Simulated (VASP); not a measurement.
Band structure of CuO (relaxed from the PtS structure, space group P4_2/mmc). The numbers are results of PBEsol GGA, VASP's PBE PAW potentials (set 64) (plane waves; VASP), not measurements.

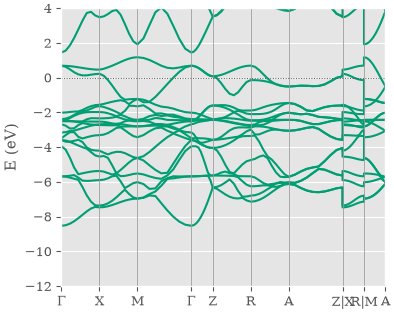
Bands along high-symmetry lines, zero at the valence-band maximum or, without a gap, the Fermi level

Question: Read the plot: is there a gap, and where are the band edges?

Answer: It has no gap at this level: it comes out as a metal or semimetal. (Edges off the drawn lines would not show.)

The structure was generated: CuO was put into the PtS type (P4_2/mmc), which need not be its known phase. It was relaxed first, which changed the volume by +35 %.
